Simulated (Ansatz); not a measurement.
CH7GeNOSn

Input file:

```
crystal:
  periodic: [false, false, false]
  atoms:
    - { symbol: "N", position_ang: [-0.4757, 1.3516, -0.991] }
    - { symbol: C, position_ang: [-0.3806, 0.1542, -0.2594] }
    - { symbol: Sn, position_ang: [0.6801, 0.1604, 1.5764] }
    - { symbol: O, position_ang: [-1.4353, -0.571, -0.2571] }
    - { symbol: Ge, position_ang: [-0.2657, -1.4296, -1.3577] }
    - { symbol: H, position_ang: [0.4377, 1.751, -1.2307] }
    - { symbol: H, position_ang: [-0.9203, 2.101, -0.3509] }
    - { symbol: H, position_ang: [0.7331, -1.4374, 2.2626] }
    - { symbol: H, position_ang: [-0.0358, 1.2972, 2.7459] }
    - { symbol: H, position_ang: [2.3669, 0.6515, 1.3073] }
    - { symbol: H, position_ang: [-0.795, -1.3456, -2.778] }
    - { symbol: H, position_ang: [0.1677, -2.7385, -0.6333] }
basis:
  gaussian: { orbitals: def2-SVP }
hamiltonian:
  xc: pbe
  dispersion: d4
relax:
  f_tol: 0.015
  max_steps: 40
output:
  orbitals: {}
```

Command:

```sh
ansatz run input.yaml --threads 2 --pin off --max-ram 3072MiB --backend cpu --events-out ev --progress --plain --runs-dir out
```

The fields are those of the relaxed geometry.

Core potentials replace the inner electrons of Sn.

All numbers below come from RKS PBE-D4/def2-SVP in Ansatz.

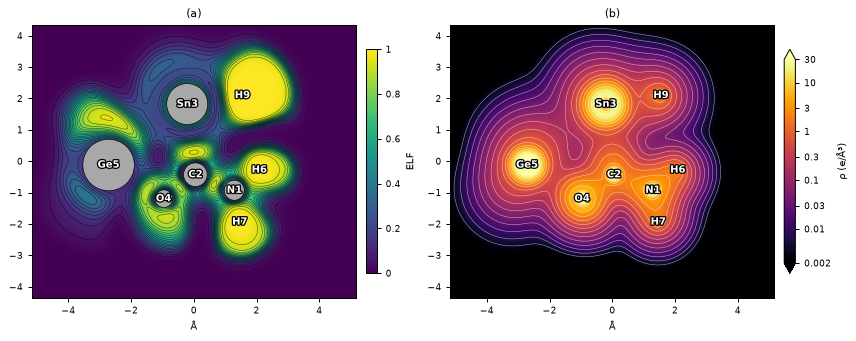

Figure 1. (a) ELF; (b) electron density on the plane of atoms Sn3, C2 and O4. Grey discs cover the atomic cores in the ELF map.

> Read the bonding off the picture.

The plane passes through N, C, Sn, O, Ge and H nuclei.
C–O (1.26 Å): ρ is about 2.9 e/Å³ halfway; the ELF peaks at about 0.85 between the atoms (a polar covalent bond).
C–N (1.34 Å): ρ is about 2.4 e/Å³ halfway; the ELF peaks at about 0.90 between the atoms: localised, covalent bonding.
Ge–O (2.06 Å): the density is about 0.49 e/Å³ at the midpoint; the ELF peaks at about 0.90 in the valence shell of O, 0.6 Å from its nucleus, and is about 0.30 at the midpoint.
C–Sn (2.27 Å): ρ is about 0.56 e/Å³ halfway; the ELF peaks at about 0.95 in the valence shell of C, 0.7 Å from its nucleus, and drops to about 0.15 between the two atoms.
N–H (1.02 Å): ρ at the midpoint is about 2.8 e/Å³; the ELF climbs to about 1 towards the hydrogen, as it does in any bond to H; a covalent bond by its length.
The ELF also peaks beside O4, away from the bonds: lone-pair regions.

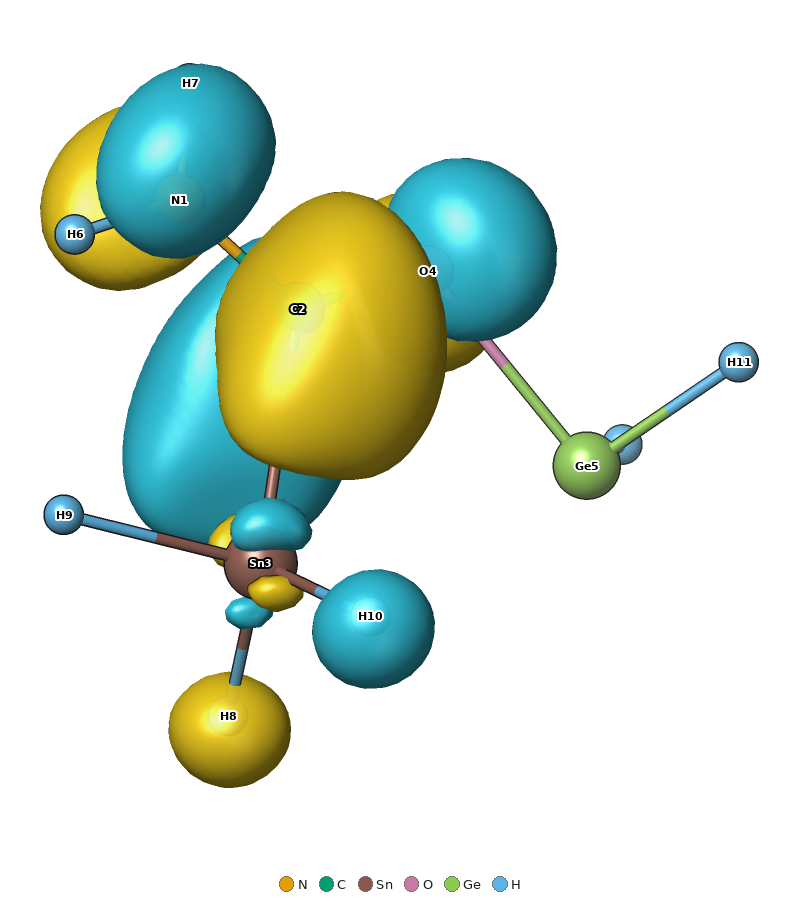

Figure 2. The LUMO at ±0.1 Å⁻³ᐟ² (yellow and cyan are the two phases), seen at a tilt.

> What is the character of this orbital?

Its weight (Hirshfeld) is mainly on C2 (about 40 %), O4 (about 20 %), N1 (about 20 %) and Sn3 (about 15 %). Its energy is −1.85 eV.

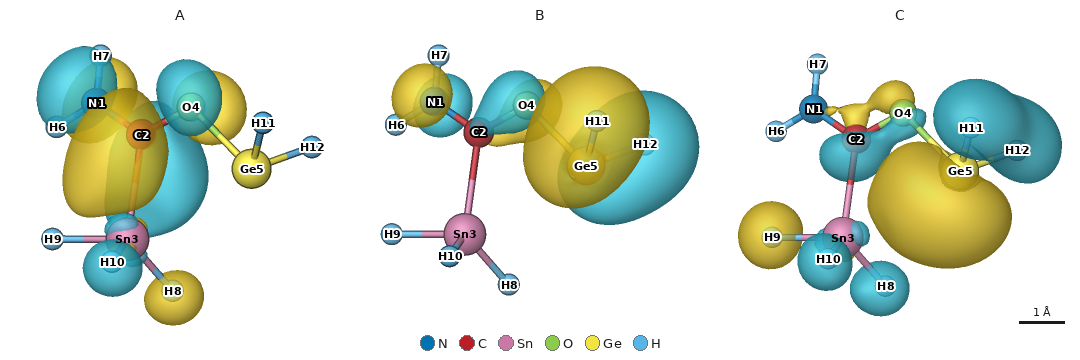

Figure 3. Three frontier orbitals at ±0.08 Å⁻³ᐟ² (yellow and cyan are the two phases), in no order.

> Which picture is the HOMO−1, the HOMO and the LUMO?

B is the HOMO−1 (−6.68 eV). By Hirshfeld shares it lies mainly on Ge5 (about 35 %), H12 (about 25 %), H11 (about 25 %) and O4 (about 5 %). C is the HOMO (−4.80 eV). By Hirshfeld shares it lies mainly on Ge5 (about 55 %), Sn3 (about 10 %), H11 (about 10 %) and H12 (about 10 %). A is the LUMO (−1.85 eV). It lies mainly on C2 (about 40 %), O4 (about 20 %), N1 (about 20 %) and Sn3 (about 15 %).

> What is the HOMO–LUMO gap?

2.95 eV between the orbital energies.
